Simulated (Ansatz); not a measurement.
**BNH (quartet): correlated methods under varied settings at distance B1–H3 = 0.951 Å**

Aim: run BNH (quartet) at one geometry under a spread of methods and options, and see what each costs and gives.

The runs use Ansatz 0.2.0, Gaussian basis; the settings change from run to run.

19 further runs of the same task are left out: 2 for a known fault of the program, 1 for a mislabelled method, 14 that didn't finish, 2 set aside as unsound or not needed.

## 1. What is computed

The geometry derives from a PBE0/def2-TZVP stationary point (not a proven minimum). One bond is set to the value named and the two fragments are kept rigid.

3 atoms, charge 0, spin multiplicity 4.

Atoms are counted from 1 here; the program's logs count them from 0.

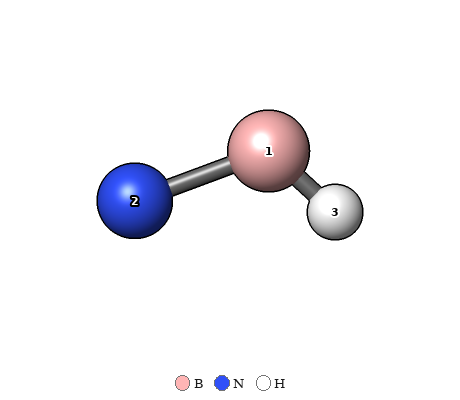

The geometry (boron pink, nitrogen blue, hydrogen white); atoms are numbered from 1 in the order of the file.

As a file:

```
B     0.0000   -0.1773    0.7790
N     0.0000    0.0953   -0.6990
H     0.0000    0.5775    1.3575
```

## 2. NEVPT2(3,5)/def2-mTZVP

File in.yaml:

```yaml
crystal:
  periodic: [false, false, false]
  atoms:
    - {symbol: B, position_ang: [0.000000, -0.177334, 0.779019]}
    - {symbol: N, position_ang: [0.000000, 0.095319, -0.698970]}
    - {symbol: H, position_ang: [0.000000, 0.577479, 1.357515]}
basis:
  gaussian: {orbitals: def2-mTZVP}
magnetization: {spin_polarized: false, initial_magnetization: 3}
correlation: {method: sc_nevpt2, electrons: valence, active_space: {window: {electrons: 3, orbitals: 5}}}
```

Command:

```sh
$ ansatz run in.yaml --threads 1 --pin off --events-out ev --progress --plain --max-ram 2393MiB
```

Standard output:

```text
Functional definition: HF
  name "HF"
  cite "Fock, Z. Phys. 61, 126 (1930) doi:10.1007/BF01340294"
  parent pbe
  exchange = exact_x
  correlation = 0
367 factors; integrals over basis functions are off by at most 8.8e-4 eV
mean field evaluation 1: about -2163.2694 eV, gradient 1.2e1 eV
mean field evaluation 2: about -2163.2710 eV, gradient 1.2e1 eV
mean field evaluation 4: about -2164.6344 eV, gradient 1.8e0 eV
mean field evaluation 8: about -2164.6747 eV, gradient 3.8e-1 eV
mean field evaluation 16: about -2164.6839 eV, gradient 1.3e-6 eV
mean field -2164.68391355 eV, -79.5506665475 hartree, gradient 1.3e-6 eV, S^2 3.750000; 2 other end points of the search recorded, 0 dependent functions left out
reference -2164.68391355 eV, -79.5506665475 hartree; 8, 5 occupied and 33, 36 virtual orbitals, 367 factors
state -2164.82774932 eV, -79.5559524147 hartree
state -2164.82774932 eV, -79.5559524147 hartree; corrected -2169.07970910 eV, -79.7122090544 hartree
Total energy: -2169.07970910 eV, -79.7122090544 hartree
```

Wall time 0.51 s (1 thread of Arm Neoverse V1, shared host).

From the report: 6 determinants; active occupations 1.00, 1.00, 1.00, 0.00, 0.00.

## 3. CCSDT(Q) on ROHF/STO-3G

File in.yaml:

```yaml
crystal:
  periodic: [false, false, false]
  atoms:
    - {symbol: B, position_ang: [0.000000, -0.177334, 0.779019]}
    - {symbol: N, position_ang: [0.000000, 0.095319, -0.698970]}
    - {symbol: H, position_ang: [0.000000, 0.577479, 1.357515]}
basis:
  gaussian: {orbitals: STO-3G}
magnetization: {spin_polarized: false, initial_magnetization: 3}
correlation: {method: ccsdt_q, electrons: outside_noble_gas}
scf: {lower_state_search: off}
```

The command is unchanged.

Standard output, shortened:

```text
Functional definition: HF
  name "HF"
  cite "Fock, Z. Phys. 61, 126 (1930) doi:10.1007/BF01340294"
  parent pbe
[...]
167 factors; integrals over basis functions are off by at most 2.3e-8 eV
[...]
mean field -2136.33098468 eV, -78.5087156299 hartree, gradient 2.0e-6 eV, S^2 3.750000; 0 other end points of the search recorded, 0 dependent functions left out
2 core orbitals not correlated: weight in the atoms' cores, before any rotation towards them, 1.000 or more for the frozen orbitals, at most 0.000 for the correlated occupied ones
reference -2136.33098468 eV, -78.5087156299 hartree; 6, 3 occupied and 3, 6 virtual orbitals, 167 factors
second order -0.84064029 eV of doubles, -0.03695979 eV of singles
cycle   1  -1.12621687 eV  change   -2.5e-1 eV  update   5.0e-2
[...]
cycle  18  -1.35128282 eV  change   -4.2e-7 eV  update   6.4e-7
perturbative correction 0.00020602 eV, 0.0000075710 hartree
Total energy: -2137.68206148 eV, -78.5583667864 hartree
Checks for a lower state left out: stability, starts, cluster_reference, orbital_swaps, neighbouring_geometries, increment
```

Run time: 1.4 s. Hardware: 1 thread of Arm Neoverse V1, shared host.

From the report: correlation -1.3511 eV; T1 0.020; largest double amplitude 0.05.

## 4. CCSD(T) on UHF/STO-3G

File in.yaml:

```yaml
crystal:
  periodic: [false, false, false]
  atoms:
    - {symbol: B, position_ang: [0.000000, -0.177334, 0.779019]}
    - {symbol: N, position_ang: [0.000000, 0.095319, -0.698970]}
    - {symbol: H, position_ang: [0.000000, 0.577479, 1.357515]}
basis:
  gaussian: {orbitals: STO-3G}
magnetization: {spin_polarized: true, initial_magnetization: 3}
hamiltonian: {pseudopotentials: {relativity: scalar}}
correlation: {method: ccsd_t, electrons: outside_noble_gas, diis_vectors: 12}
scf: {lower_state_search: full}
output: {forces: true}
```

Launched as before.

Standard output, shortened:

```text
Functional definition: HF
  name "HF"
  cite "Fock, Z. Phys. 61, 126 (1930) doi:10.1007/BF01340294"
  parent pbe
[...]
143 factors; integrals over basis functions are off by at most 2.6e-5 eV
[...]
mean field -2137.13016084 eV, -78.5380848120 hartree, gradient 1.6e-6 eV, S^2 3.754834; 7 other end points of the search recorded, 0 dependent functions left out
determinant -2137.13016084 eV, -78.5380848120 hartree, with singles and doubles -2138.38267207 eV, -78.5841137507 hartree
determinant -2135.03661699 eV, -78.4611484947 hartree, with singles and doubles -2136.90626725 eV, -78.5298568745 hartree
determinant -2134.69437381 eV, -78.4485712898 hartree, with singles and doubles -2136.29060487 eV, -78.5072316991 hartree
determinant -2134.09599978 eV, -78.4265814496 hartree, with singles and doubles -2135.51094847 eV, -78.4785798549 hartree
2 core orbitals not correlated: weight in the atoms' cores, before any rotation towards them, 1.000 or more for the frozen orbitals, at most 0.000 for the correlated occupied ones
reference -2137.13016084 eV, -78.5380848120 hartree; 6, 3 occupied and 3, 6 virtual orbitals, 143 factors
second order -0.82437240 eV of doubles, -0.00000000 eV of singles
cycle   1  -1.25207081 eV  change    4.4e-4 eV  update   1.2e-3
[...]
cycle  11  -1.25214855 eV  change   -2.3e-7 eV  update   2.8e-7
perturbative correction -0.02464019 eV, -0.0009055103 hartree
[...]
Total energy: -2138.40694958 eV, -78.5850059327 hartree
Relativity: scalar
Atom 0 at     0.000000    -0.177334     0.779019 Å, force     0.000000   -10.613245    -5.649859 eV/Å
Atom 1 at     0.000000     0.095319    -0.698970 Å, force    -0.000000     0.379108    -2.272083 eV/Å
Atom 2 at     0.000000     0.577479     1.357515 Å, force     0.000000    10.234137     7.921941 eV/Å
Dipole moment:    -0.000000    -0.078658     0.140359 e Å
```

Wall time 0.33 s (1 thread of Arm Neoverse V1, shared host).

From the report: ⟨S²⟩ of the determinant 3.755 (pure quartet: 3.75); correlation -1.2768 eV; T1 0.020; largest double amplitude 0.05.

## 5. NEVPT4(SD)(3,4)/cc-pVDZ

File in.yaml:

```yaml
crystal:
  periodic: [false, false, false]
  atoms:
    - {symbol: B, position_ang: [0.000000, -0.177334, 0.779019]}
    - {symbol: N, position_ang: [0.000000, 0.095319, -0.698970]}
    - {symbol: H, position_ang: [0.000000, 0.577479, 1.357515]}
basis:
  gaussian: {orbitals: cc-pVDZ}
magnetization: {spin_polarized: false, initial_magnetization: 3}
correlation: {method: fic_nevpt4_sd, electrons: outside_noble_gas, active_space: {window: {electrons: 3, orbitals: 4}}}
```

The command is unchanged.

Standard output:

```text
Functional definition: HF
  name "HF"
  cite "Fock, Z. Phys. 61, 126 (1930) doi:10.1007/BF01340294"
  parent pbe
  exchange = exact_x
  correlation = 0
311 factors; integrals over basis functions are off by at most 9.2e-4 eV
mean field evaluation 1: about -2162.7357 eV, gradient 1.2e1 eV
mean field evaluation 2: about -2162.7370 eV, gradient 1.2e1 eV
mean field evaluation 4: about -2164.0193 eV, gradient 1.5e0 eV
mean field evaluation 8: about -2164.0630 eV, gradient 1.9e-1 eV
mean field evaluation 16: about -2163.9215 eV, gradient 2.2e0 eV
mean field -2164.06500330 eV, -79.5279220153 hartree, gradient 2.0e-6 eV, S^2 3.750000; 2 other end points of the search recorded, 0 dependent functions left out
reference -2164.06500330 eV, -79.5279220153 hartree; 8, 5 occupied and 25, 28 virtual orbitals, 311 factors
state -2164.06500330 eV, -79.5279220153 hartree
state -2164.06500330 eV, -79.5279220153 hartree; corrected -2169.08681825 eV, -79.7124703108 hartree
WARN: 1 active orbitals are nearly empty or full. The corrections depend on them more than the energy does, and are more stable in an active space without them
Total energy: -2169.08681825 eV, -79.7124703108 hartree
```

It took 0.54 s on 1 thread of Arm Neoverse V1, shared host.

From the report: 2 determinants; active occupations 1.00, 1.00, 1.00, 0.00. The report marks this result as in doubt.

## 6. CCSD/cc-pVDZ

in.yaml: that of step 5 with these lines changed.

```diff
@@ -9,2 +9,4 @@
 magnetization: {spin_polarized: false, initial_magnetization: 3}
-correlation: {method: fic_nevpt4_sd, electrons: outside_noble_gas, active_space: {window: {electrons: 3, orbitals: 4}}}
+hamiltonian: {xc: {name: B3LYP}}
+correlation: {method: ccsd, electrons: outside_noble_gas}
+output: {forces: true}
```

Same command.

Standard output, shortened:

```text
Functional definition: B3LYP
  name "B3LYP"
  cite "Stephens, Devlin, Chabalowski & Frisch, J. Phys. Chem. 98, 11623 (1994) doi:10.1021/j100096a001"
  cite "Becke, Phys. Rev. A 38, 3098 (1988) doi:10.1103/PhysRevA.38.3098"
  cite "Lee, Yang & Parr, Phys. Rev. B 37, 785 (1988) doi:10.1103/PhysRevB.37.785"
  cite "Vosko, Wilk & Nusair, Can. J. Phys. 58, 1200 (1980) doi:10.1139/p80-159"
[...]
311 factors; integrals over basis functions are off by at most 9.2e-4 eV
[...]
mean field -2175.17936793 eV, -79.9363673821 hartree, gradient 8.4e-7 eV, S^2 3.750000; 2 other end points of the search recorded, 0 dependent functions left out
[...]
2 core orbitals not correlated: weight in the atoms' cores, before any rotation towards them, 1.000 or more for the frozen orbitals, at most 0.000 for the correlated occupied ones
reference -2163.81798110 eV, -79.5188441169 hartree; 6, 3 occupied and 25, 28 virtual orbitals, 311 factors
second order -4.29005460 eV of doubles, -0.24357538 eV of singles
cycle   1  -5.01321256 eV  change   -4.8e-1 eV  update   4.8e-2
[...]
cycle  16  -5.19813361 eV  change   -3.3e-7 eV  update   3.9e-7
[...]
Total energy: -2169.01611471 eV, -79.7098720035 hartree
Atom 0 at     0.000000    -0.177334     0.779019 Å, force    -0.000000    -9.693091    -6.947865 eV/Å
Atom 1 at     0.000000     0.095319    -0.698970 Å, force     0.000000    -0.005303    -0.775637 eV/Å
Atom 2 at     0.000000     0.577479     1.357515 Å, force     0.000000     9.698394     7.723502 eV/Å
Dipole moment:     0.000000     0.041221     0.190929 e Å
```

Wall time 2.1 s (1 thread of Arm Neoverse V1, shared host).

From the report: correlation -5.1981 eV; T1 0.018; largest double amplitude 0.03. The orbitals are Kohn-Sham ones, so correlation energy and T1 don't compare with those on Hartree-Fock orbitals.

## 7. BCCD(T) on ROHF/cc-pVDZ

in.yaml: that of step 6 with these lines changed.

```diff
@@ -9,4 +9,3 @@
 magnetization: {spin_polarized: false, initial_magnetization: 3}
-hamiltonian: {xc: {name: B3LYP}}
-correlation: {method: ccsd, electrons: outside_noble_gas}
-output: {forces: true}
+correlation: {method: bccd_t, electrons: outside_noble_gas}
+accuracy: high
```

The command is unchanged.

Standard output, shortened:

```text
Functional definition: HF
  name "HF"
  cite "Fock, Z. Phys. 61, 126 (1930) doi:10.1007/BF01340294"
  parent pbe
[...]
675 factors; integrals over basis functions are off by at most 2.8e-9 eV
[...]
mean field -2164.06502700 eV, -79.5279228864 hartree, gradient 3.3e-8 eV, S^2 3.750000; 5 other end points of the search recorded, 0 dependent functions left out
[...]
determinant -2164.06502700 eV, -79.5279228864 hartree, with singles and doubles -2169.05345814 eV, -79.7112443495 hartree
determinant -2162.34708058 eV, -79.4647895197 hartree, with singles and doubles -2167.62370067 eV, -79.6587017316 hartree
determinant -2161.68352718 eV, -79.4404043821 hartree, with singles and doubles -2167.03496259 eV, -79.6370660062 hartree
determinant -2161.59380263 eV, -79.4371070659 hartree, with singles and doubles -2166.79727428 eV, -79.6283311218 hartree
2 core orbitals not correlated: weight in the atoms' cores, before any rotation towards them, 1.000 or more for the frozen orbitals, at most 0.000 for the correlated occupied ones
reference -2164.06502700 eV, -79.5279228864 hartree; 6, 3 occupied and 25, 28 virtual orbitals, 675 factors
second order -4.08247801 eV of doubles, -0.10097252 eV of singles
cycle   1  -4.98509920 eV  change    3.3e-3 eV  update   5.9e-3
[...]
cycle  25  -4.98340892 eV  change  -6.3e-10 eV  update  9.1e-10
perturbative correction -0.10476656 eV, -0.0038501002 hartree
Total energy: -2169.15320249 eV, -79.7149098866 hartree
```

Run time: 2.2 s. Hardware: 1 thread of Arm Neoverse V1, shared host.

From the report: correlation -5.0882 eV; largest double amplitude 0.03.

## 8. BCCD(T) on UHF/cc-pVDZ

in.yaml: that of step 7 with these lines changed.

```diff
@@ -8,4 +8,4 @@
   gaussian: {orbitals: cc-pVDZ}
-magnetization: {spin_polarized: false, initial_magnetization: 3}
-correlation: {method: bccd_t, electrons: outside_noble_gas}
-accuracy: high
+magnetization: {spin_polarized: true, initial_magnetization: 3}
+correlation: {method: bccd_t, electrons: valence}
+output: {forces: true}
```

The command is unchanged.

Standard output, shortened:

```text
Functional definition: HF
  name "HF"
  cite "Fock, Z. Phys. 61, 126 (1930) doi:10.1007/BF01340294"
  parent pbe
[...]
311 factors; integrals over basis functions are off by at most 9.2e-4 eV
[...]
mean field -2164.21989775 eV, -79.5336142816 hartree, gradient 2.4e-6 eV, S^2 3.759486; 7 other end points of the search recorded, 0 dependent functions left out
determinant -2164.21989775 eV, -79.5336142816 hartree, with singles and doubles -2169.05648539 eV, -79.7113555988 hartree
determinant -2162.51485934 eV, -79.4709552756 hartree, with singles and doubles -2167.62986847 eV, -79.6589283941 hartree
determinant -2161.96282851 eV, -79.4506685165 hartree, with singles and doubles -2167.03744556 eV, -79.6371572537 hartree
determinant -2161.78275955 eV, -79.4440511044 hartree, with singles and doubles -2166.80826364 eV, -79.6287349735 hartree
2 core orbitals not correlated: weight in the atoms' cores, before any rotation towards them, 1.000 or more for the frozen orbitals, at most 0.000 for the correlated occupied ones
reference -2164.21989775 eV, -79.5336142816 hartree; 6, 3 occupied and 25, 28 virtual orbitals, 311 factors
second order -4.01945029 eV of doubles, -0.00000000 eV of singles
cycle   1  -4.83102144 eV  change    5.6e-3 eV  update   6.0e-3
[...]
cycle  13  -4.82980512 eV  change    1.1e-7 eV  update   6.3e-7
perturbative correction -0.10475440 eV, -0.0038496532 hartree
[...]
Total energy: -2169.15445727 eV, -79.7149559991 hartree
Atom 0 at     0.000000    -0.177334     0.779019 Å, force    -0.000000    -9.764347    -6.868299 eV/Å
Atom 1 at     0.000000     0.095319    -0.698970 Å, force    -0.000000     0.026097    -0.851763 eV/Å
Atom 2 at     0.000000     0.577479     1.357515 Å, force     0.000000     9.738249     7.720063 eV/Å
Dipole moment:     0.000000     0.044529     0.180121 e Å
```

Run time: 2.3 s. Hardware: 1 thread of Arm Neoverse V1, shared host.

From the report: ⟨S²⟩ of the determinant 3.759 (pure quartet: 3.75); correlation -4.9346 eV; largest double amplitude 0.03.

## 9. NEVPT2(3,8)/def2-mTZVP

File in.yaml:

```yaml
crystal:
  periodic: [false, false, false]
  atoms:
    - {symbol: B, position_ang: [0.000000, -0.177334, 0.779019]}
    - {symbol: N, position_ang: [0.000000, 0.095319, -0.698970]}
    - {symbol: H, position_ang: [0.000000, 0.577479, 1.357515]}
basis:
  gaussian: {orbitals: def2-mTZVP}
magnetization: {spin_polarized: false, initial_magnetization: 3}
correlation: {method: sc_nevpt2, electrons: outside_noble_gas, active_space: {window: {electrons: 3, orbitals: 8}, states: [{multiplicity: 4, weights: [1, 0.5, 0.5]}]}}
scf: {lower_state_search: full}
output: {forces: true}
```

Same command.

Standard output, shortened:

```text
Functional definition: HF
  name "HF"
  cite "Fock, Z. Phys. 61, 126 (1930) doi:10.1007/BF01340294"
  parent pbe
[...]
654 factors; integrals over basis functions are off by at most 1.6e-7 eV
[...]
mean field -2164.68391936 eV, -79.5506667609 hartree, gradient 3.4e-6 eV, S^2 3.750000; 8 other end points of the search recorded, 0 dependent functions left out
reference -2164.68391936 eV, -79.5506667609 hartree; 8, 5 occupied and 33, 36 virtual orbitals, 654 factors
state -2164.77558895 eV, -79.5540355565 hartree
state -2162.37173550 eV, -79.4656955716 hartree
state -2157.90564636 eV, -79.3015698228 hartree
state -2164.77558895 eV, -79.5540355565 hartree; corrected -2169.14196428 eV, -79.7144968900 hartree
state -2162.37173550 eV, -79.4656955716 hartree; corrected -2166.94678780 eV, -79.6338256424 hartree
state -2157.90564636 eV, -79.3015698228 hartree; corrected -2162.53430442 eV, -79.4716698689 hartree
[...]
Total energy: -2166.94125519 eV, -79.6336223228 hartree
Atom 0 at     0.000000    -0.177334     0.779019 Å, force    -0.000000    -6.793468    -7.936547 eV/Å
Atom 1 at     0.000000     0.095319    -0.698970 Å, force     0.000000    -0.981587     0.087099 eV/Å
Atom 2 at     0.000000     0.577479     1.357515 Å, force     0.000000     7.775055     7.849447 eV/Å
Dipole moment:    -0.000000    -0.225567     0.304543 e Å
```

It took 2.6 s on 1 thread of Arm Neoverse V1, shared host.

From the report: 31 determinants; active occupations (of the averaged states) 0.99, 0.99, 0.51, 0.26, 0.24, 0.00, 0.00, 0.00.

## 10. NEVPT2(3,8)/cc-pVDZ

File in.yaml:

```yaml
crystal:
  periodic: [false, false, false]
  atoms:
    - {symbol: B, position_ang: [0.000000, -0.177334, 0.779019]}
    - {symbol: N, position_ang: [0.000000, 0.095319, -0.698970]}
    - {symbol: H, position_ang: [0.000000, 0.577479, 1.357515]}
basis:
  gaussian: {orbitals: cc-pVDZ, fitting: {mean_field: def2-universal-jkfit}}
magnetization: {spin_polarized: false, initial_magnetization: 3}
correlation: {method: sc_nevpt2, electrons: valence, active_space: {window: {electrons: 3, orbitals: 8}, states: [{multiplicity: 4, weights: [1, 0.5]}]}}
```

Same command.

Standard output:

```text
Functional definition: HF
  name "HF"
  cite "Fock, Z. Phys. 61, 126 (1930) doi:10.1007/BF01340294"
  parent pbe
  exchange = exact_x
  correlation = 0
170 factors; integrals over basis functions are off by at most 1.4e-1 eV
mean field evaluation 1: about -2162.7367 eV, gradient 1.2e1 eV
mean field evaluation 2: about -2163.8902 eV, gradient 5.2e0 eV
mean field evaluation 4: about -2164.0497 eV, gradient 6.7e-1 eV
mean field evaluation 8: about -2164.0646 eV, gradient 3.3e-6 eV
mean field -2164.06457475 eV, -79.5279062666 hartree, gradient 3.3e-6 eV, S^2 3.750000; 2 other end points of the search recorded, 0 dependent functions left out
reference -2164.06457475 eV, -79.5279062666 hartree; 8, 5 occupied and 25, 28 virtual orbitals, 170 factors
state -2164.20100217 eV, -79.5329198817 hartree
state -2161.73033583 eV, -79.4421245682 hartree
state -2164.20100217 eV, -79.5329198817 hartree; corrected -2168.39270369 eV, -79.6869620711 hartree
state -2161.73033583 eV, -79.4421245682 hartree; corrected -2166.18762542 eV, -79.6059269395 hartree
Total energy: -2167.65767760 eV, -79.6599503606 hartree
```

Wall time 0.9 s (1 thread of Arm Neoverse V1, shared host).

From the report: 28 determinants; active occupations (of the averaged states) 1.00, 1.00, 0.67, 0.33, 0.00, 0.00, 0.00, 0.00.

## 11. The runs in one table

Where basis and cores are those of an earlier UCCSDT(Q)/cc-pVDZ run (-2169.1828 eV), and the state is the same kind, the miss against it is given. † marks a result that the program doubts.

| level | correlated | functions | energy (eV) | from UCCSDT(Q) (meV) | time |
| --- | --- | --- | --- | --- | --- |
| NEVPT2(3,5)/def2-mTZVP | valence | 41 | -2169.0797 |  | 0.51 s |
| CCSDT(Q) on ROHF/STO-3G | outside noble gas | 11 | -2137.6821 |  | 1.4 s |
| CCSD(T) on UHF/STO-3G (relativity set) | outside noble gas | 11 | -2138.4069 |  | 0.33 s |
| NEVPT4(SD)(3,4)/cc-pVDZ † | outside noble gas | 33 | -2169.0868 | 96.0 | 0.54 s |
| CCSD/cc-pVDZ (on B3LYP orbitals) | outside noble gas | 33 | -2169.0161 | 166.7 | 2.1 s |
| BCCD(T) on ROHF/cc-pVDZ | outside noble gas | 33 | -2169.1532 | 29.6 | 2.2 s |
| BCCD(T) on UHF/cc-pVDZ | valence | 33 | -2169.1545 | 28.4 | 2.3 s |
| NEVPT2(3,8)/def2-mTZVP (mean of several states) | outside noble gas | 41 | -2166.9413 |  | 2.6 s |
| NEVPT2(3,8)/cc-pVDZ (mean of several states) | valence | 33 | -2167.6577 |  | 0.9 s |

## 12. Outcome

| quantity | value |
| --- | --- |
| runs | 9 |
| quickest | CCSD(T) on UHF/STO-3G (relativity set), 0.33 s |
| slowest | NEVPT2(3,8)/def2-mTZVP (mean of several states), 2.6 s |

In words: Total energies in different bases, with other cores or another treatment of relativity can't be set against each other. NEVPT2(3,8)/def2-mTZVP (mean of several states) took 8 times as long as CCSD(T) on UHF/STO-3G (relativity set); the jobs differ in more than the method. Among the correlated runs with a miss given, it spans +28 to +167 meV. Cores frozen from Kohn-Sham orbitals shift the total energy.
